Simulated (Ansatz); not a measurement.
# Relaxation of AgBiSCl2, part 2 of 2

Wanted: the geometry at rest of AgBiSCl2 (a database entry, slightly rescaled), relaxing cell and atoms at 5 GPa, and its electronic structure there.

Ansatz 0.2.0; DFT, LDA, no spin polarisation, plane waves, PAW. Relaxing cell and atoms at 5 GPa. The steps go on from the part before.

## (5) Atomic charges

Gathered by element (positive charge: electrons given up): Löwdin charges also hold the electrons that the projection spills.

```csv
element,atoms,Bader charge (e),Bader volume (Å³),Löwdin charge (e)
Cl,4,-0.59,21.8,-0.36
Bi,2,+1.41,19.7,+0.90
Ag,2,+0.42,17.9,+0.53
S,2,-0.66,21.9,-0.44
```

The Löwdin projection spills 0.5 % of the electrons and depends on the orbitals chosen; where it disagrees with Bader's partition, neither is an observable.

## (6) Maps of the fields

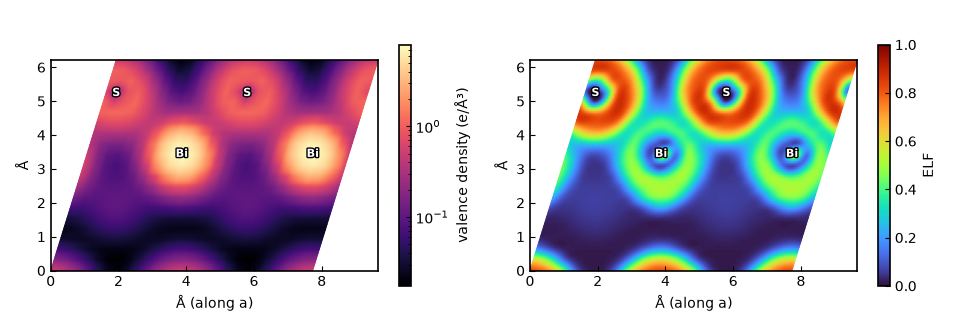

Valence density (left, log scale) and ELF (right) in the plane spanned by a and b at height 0.250 along c (axes of the input's cell); atoms within 0.2 Å are lettered, 2×1 cells. Near the nuclei they are pseudo-fields.

Along short contacts, where the density is least:

```csv
contact,length (Å),minimum at (fraction),density (e/Å³),ELF
Bi5–S9,2.635,0.50,0.441,0.45
Cl1–Ag7,2.765,0.50,0.239,0.14
Cl1–Bi5,2.833,0.50,0.266,0.24
```

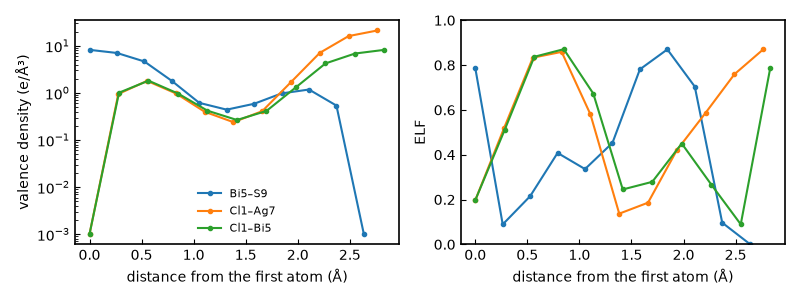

Smooth valence density and ELF along the contacts, at tenths of each length.

## (7) What came out

This closing draws on all 2 parts.

```
                            quantity                                                                      value
                               moves                                                                          6
                        largest move                                                                0.18 Å (Bi)
space group (0.01 Å), before / after                                                                Cmcm / Cmcm
                                cell  a = 3.866 Å, b = 6.508 Å, c = 8.577 Å, α = 90.00°, β = 90.00°, γ = 72.72°
                              volume                                                    20.61 Å³/atom (-11.6 %)
                 pressure at the end                                                                   4.98 GPa
                          gap (mesh)                                                            0.90 eV, direct
                       Bader charges                                    Cl -0.59, Bi +1.41, Ag +0.42, S -0.66 e
```

In words: The volume shrank by 11.6 %, and the largest move of an atom is 0.18 Å apart from the change of the cell. The run held to 8 symmetry operations, so a lower structure without them is not ruled out. The levels show a gap of 0.90 eV, direct at the points sampled; within 0.7 eV of the edges the states project mainly on Ag d (32 %), S p (29 %) and Cl p (25 %) below and Bi p (60 %) above. Spin-orbit coupling is left out, and with elements this heavy it can move the gap by tenths of an eV. By Bader's partition Bi gives up most (+1.41 e) and S takes most (-0.66 e).

These are semilocal Kohn-Sham gaps, which aren't the measured quantity. Such gaps usually fall short of the measured ones; spin-orbit coupling, left out here, narrows gaps with Bi, so the two errors partly cancel.
